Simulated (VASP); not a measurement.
Shape and ions are relaxed at each volume.

Energy against volume of Mg (hcp). Computed with MS2 meta-GGA, VASP's PBE PAW potentials (set 64) (plane waves; VASP).

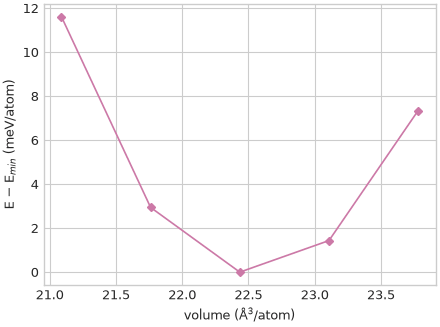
Figure. Energy against volume

Question: Estimate the equilibrium volume and the bulk modulus.

Answer: The minimum lies near 22.5 Å³/atom, and the curvature gives B0 of about 37 GPa.

Measured: bulk modulus 38.6 GPa at 0 K (computed value off by -3.5 %), as given by K. Lejaeghere et al., Critical reviews in solid state and materials sciences/CRC critical reviews in solid state and materials sciences (2013), arXiv:1204.2733 [extrapolated to 0 K and zero-point effects removed (source: thermally corrected experimental values)].

The compound is Mg in the hcp structure. It was relaxed first.
